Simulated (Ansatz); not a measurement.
**wB97X/STO-3G run of S2F2 (Thio-thionyl fluoride)**

What is the energy change on altering one bond length of S2F2 (Thio-thionyl fluoride) at wB97X/STO-3G? 

The results are computed with Ansatz 0.2.0.

55 further runs of the same task are left out: 15 that didn't finish, 40 set aside as unsound or not needed.

### Step 1. The molecule

S2F2 has 4 atoms, charge 0, and is taken as a singlet. As SMILES, `FS(F)=S`. The shape is that of a PBE0-D4/def2-TZVP optimisation.

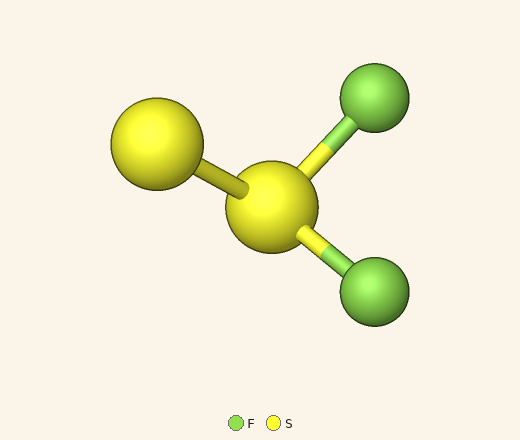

The structure, seen from a chosen angle (fluorine green, sulfur yellow).

### Step 2. The energy at wB97X/STO-3G

molecule.yaml

```yaml
basis:
  gaussian: {orbitals: STO-3G}
crystal:
  periodic: [false, false, false]
  atoms:
    - symbol: F
      position_ang: [0.734930, 0.336790, 1.199050]
    - symbol: S
      position_ang: [-0.480890, -0.090070, 0.240730]
    - symbol: F
      position_ang: [0.313460, -1.382440, -0.286190]
    - symbol: S
      position_ang: [-0.567510, 1.135710, -1.153590]
accuracy: high
hamiltonian: {xc: {name: wB97X}}
```

Command:

```
ansatz run molecule.yaml --threads 1 --pin off --max-ram 3480MiB --events-out events.jsonl --progress --plain --runs-dir runs
```

Output:

```text
Warning: RAYON_NUM_THREADS=1 ignored (pool sized by the plan → 1); use --threads N
Functional definition: wB97X
  name "wB97X"
  parameter omega = 0.3/bohr
  parameter cx = 0.157706
  parameter cx1 = 0.726479
  parameter cx2 = 1.04760
  parameter cx3 = -5.70635
  parameter cx4 = 13.2794
  parameter css1 = -4.33879
  parameter css2 = 18.2308
  parameter css3 = -31.7430
  parameter css4 = 17.2901
  parameter cos1 = 2.37031
  parameter cos2 = -11.3995
  parameter cos3 = 6.58405
  parameter cos4 = -3.78132
  exchange = spin_sum(e_x_unif_sr(omega)*poly(b97_u_x, 1 - cx, cx1, cx2, cx3, cx4)) + cx*exact_x_sr(omega)
      + exact_x_lr(omega)
  correlation = spin_sum(e_c_pw_same_spin*poly(b97_u_same, 1, css1, css2, css3, css4))
      + integral(e_c_pw_opposite_spin*poly(b97_u_opposite, 1, cos1, cos2, cos3, cos4))
536 factors; integrals over basis functions are off by at most 2.7e-8 eV
161 factors; integrals over basis functions are off by at most 6.7e-10 eV
mean field evaluation 1: about -26774.2255 eV, gradient 3.7e1 eV
mean field evaluation 2: about -26777.2851 eV, gradient 2.7e1 eV
mean field evaluation 4: about -26779.9789 eV, gradient 5.6e-1 eV
mean field evaluation 8: about -26780.0058 eV, gradient 3.2e-3 eV
mean field evaluation 16: about -26780.0058 eV, gradient 4.7e-7 eV
mean field -26780.00579168 eV, -984.1470607044 hartree, gradient 1.9e-8 eV, S^2 0.000000; 0 other end points of the search recorded, 0 dependent functions left out
reference -26780.00579074 eV, -984.1470606699 hartree; 25, 25 occupied and 3, 3 virtual orbitals, 536 factors
Total energy: -26780.00579074 eV, -984.1470606699 hartree
```

Run time: 7.2 s. Hardware: 1 thread of Arm Neoverse V1, shared host; peak memory 0.28 GiB.

### Step 3. The distorted shape

run.yaml

```yaml
basis:
  gaussian: {orbitals: STO-3G}
crystal:
  periodic: [false, false, false]
  atoms:
    - symbol: F
      position_ang: [0.756586, 0.030328, 1.547650]
    - symbol: S
      position_ang: [-0.459234, -0.396532, 0.589330]
    - symbol: F
      position_ang: [0.335116, -1.688902, 0.062410]
    - symbol: S
      position_ang: [-0.567510, 1.135710, -1.153590]
hamiltonian: {xc: {name: wB97X}}
accuracy: high
```

Command:

```
ansatz run run.yaml --threads 1 --pin off --max-ram 3480MiB --events-out events.jsonl --progress --plain --runs-dir runs
```

Output, cut to the lines that bear on the results:

```text
Warning: RAYON_NUM_THREADS=1 ignored (pool sized by the plan → 1); use --threads N
[... 2 set-up lines as earlier in the session ...]
[...]
      + exact_x_lr(omega)
[...]
      + integral(e_c_pw_opposite_spin*poly(b97_u_opposite, 1, cos1, cos2, cos3, cos4))
522 factors; integrals over basis functions are off by at most 2.7e-8 eV
164 factors; integrals over basis functions are off by at most 7.0e-10 eV
[...]
mean field -26779.48381866 eV, -984.1278785497 hartree, gradient 5.4e-8 eV, S^2 0.000000; 0 other end points of the search recorded, 0 dependent functions left out
reference -26779.48381766 eV, -984.1278785130 hartree; 25, 25 occupied and 3, 3 virtual orbitals, 522 factors
Total energy: -26779.48381766 eV, -984.1278785130 hartree
```

Run time: 7.2 s. Hardware: 1 thread of Arm Neoverse V1, shared host; peak memory 0.28 GiB.

### Step 4. Outcome

Level: wB97X/STO-3G.

| quantity | value |
| --- | --- |
| first shape: total energy | -984.14706 Eh |
| distorted shape: total energy | -984.12788 Eh |
| energy change with the S2–S4 bond stretched from 1.859 to 2.323 Å | 0.522 eV |

What this shows: With the S2–S4 bond stretched from 1.859 to 2.323 Å the energy rises by 0.52 eV (50.4 kJ/mol). The first shape isn't relaxed at this level, so the change isn't measured from a minimum. The minimal basis adds a large error of its own.
